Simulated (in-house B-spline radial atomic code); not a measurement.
# Zn⁹⁺: ionisation energy by several methods

Wanted: one ionisation energy, Zn⁹⁺ to configuration [Ar] 3d2, up the ladder of functionals.

The numbers are computed with in-house B-spline radial atomic code version 1 (non-relativistic, several functionals, spin-polarised, exact exchange averaged over the configuration; spherical all-electron atom at the radial basis limit), except any that are marked as measured or tabulated.

## Step 1: Starting point

```
element       : zinc (Z = 30)
charge        : +9
electrons     : 21
configuration : [Ar] 3d3
nucleus       : point
```

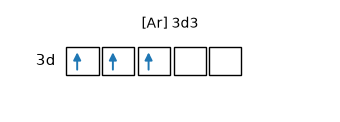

Occupation of the outer shells (arrows by Hund's rule).

Where spins are not typed, each open shell is filled with up spins first.

## Step 2: CAM-B3LYP, a range-separated hybrid

Input settings:

```ini
Z = 30
electrons = 21.0
configuration = [Ar] 3d3
hamiltonian = nr
method = camb3lyp
spin_polarised = True
exact_exchange = averaged over the configuration
```

The run is started by

```bash
$ python run_scf.py task.json out
```

task.json lists these runs, among others, and the program works through them in turn.

## Step 3: PBE0, a global hybrid

Settings: those of step 2 with these lines changed.

```diff
@@ -4,3 +4,3 @@
 hamiltonian = nr
-method = camb3lyp
+method = pbe0
 spin_polarised = True
```

## Step 4: r2SCAN0, a global hybrid

Settings: those of step 3 with these lines changed.

```diff
@@ -4,3 +4,3 @@
 hamiltonian = nr
-method = pbe0
+method = r2scan0
 spin_polarised = True
```

## Step 5: TPSSh, a global hybrid

Settings: those of step 4 with these lines changed.

```diff
@@ -4,3 +4,3 @@
 hamiltonian = nr
-method = r2scan0
+method = tpssh
 spin_polarised = True
```

## Step 6: LC-ωPBE, a range-separated hybrid

Settings: those of step 5 with these lines changed.

```diff
@@ -4,3 +4,3 @@
 hamiltonian = nr
-method = tpssh
+method = lc_wpbe
 spin_polarised = True
```

## Step 7: HSE06, a range-separated hybrid

Settings: those of step 6 with these lines changed.

```diff
@@ -4,3 +4,3 @@
 hamiltonian = nr
-method = lc_wpbe
+method = hse06
 spin_polarised = True
```

The tabulated ionisation energy is 238 ± 2.2 eV (tabulated theoretical; NIST Atomic Spectra Database). What does each method give, and which comes nearest?

The runs gave:

| method | rung | total energy (hartree) | ΔSCF (eV) | −ε highest (eV) | ΔSCF less tabulated (eV) |
| --- | --- | --- | --- | --- | --- |
| PBE0 | global hybrid | -1748.3959 | 239.48 | 227.24 (3d up) | +1.48 |
| r2SCAN0 | global hybrid | -1748.5887 | 239.77 | 227.69 (3d up) | +1.77 |
| TPSSh | global hybrid | -1748.6501 | 239.27 | 224.23 (3d up) | +1.27 |
| CAM-B3LYP | range-separated hybrid | -1748.7079 | 239.52 | 228.38 (3d up) | +1.52 |
| LC-ωPBE | range-separated hybrid | -1748.3737 | 239.35 | 228.26 (3d up) | +1.35 |
| HSE06 | range-separated hybrid | -1748.4042 | 239.37 | 226.71 (3d up) | +1.37 |

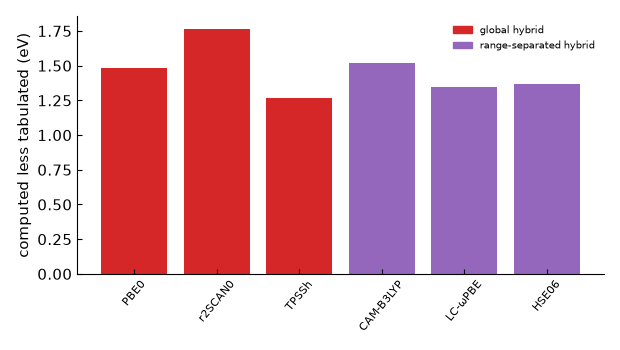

Error of each method against the tabulated value; one colour a rung.

What this shows: Against the tabulated ionisation energy, 238 ± 2.2 eV (tabulated theoretical; NIST Atomic Spectra Database), the best here is TPSSh (+1.27 eV) and the worst r2SCAN0 (+1.77 eV, or 0.74 %). The table's own uncertainty is as large as these misses, so the order means little. All methods miss on the same side by much the same amount, which points to something that they share. These runs lack relativity altogether, which can outweigh the gaps between the methods, so the nearest may be so by luck. Open shells are averaged (over orientations, and over spins where the run is restricted), while tables refer to the lowest levels.
